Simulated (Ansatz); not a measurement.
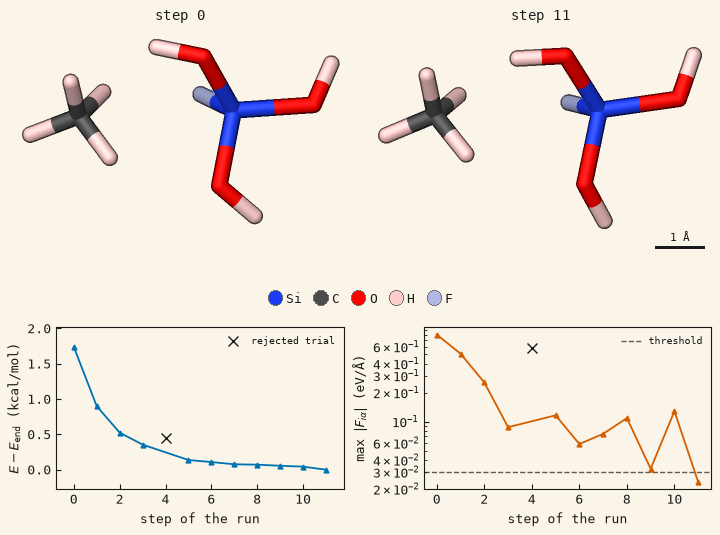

First and last geometry of a relaxation of CH$_{7}$FO$_{3}$Si, with the history of the run. Style: stick. Shown face on.

The run prepares an end point of a later path (reaction) calculation, from a guessed geometry.

Method: RKS LDA/def2-SVP (Ansatz). Settings: no spin polarisation; force threshold 0.03 eV/Å; at most 50 steps.

> What do the curves and the structures tell?

It converged. The atom that moves furthest after the best rigid fit is an H atom (0.30 Å). By element the largest moves are H 0.30 Å, F 0.24 Å, O 0.17 Å, Si 0.13 Å, C 0.09 Å. Near-neighbour distances that change, for instance: F–Si 1.652 → 1.623 Å, C–H 1.092 → 1.109 Å, H–O 0.997 → 0.980 Å, O–Si 1.638 → 1.632 Å. Bond angles that change, for instance: Si–O–H 113.4° → 118.1°, O–Si–O 105.6° → 109.7°, O–Si–F 111.1° → 108.6°. Groups turn about O–Si by about 30°. Over 10 accepted moves (11 points after the start) the energy falls by 1.74 kcal/mol. The largest force component goes from 0.8 to 0.024 eV/Å. The line search rejected the trial step at point 4 of the run. The run took 21 s on 4 threads of Arm Neoverse N1, on a shared host, peak memory 0.17 GiB.
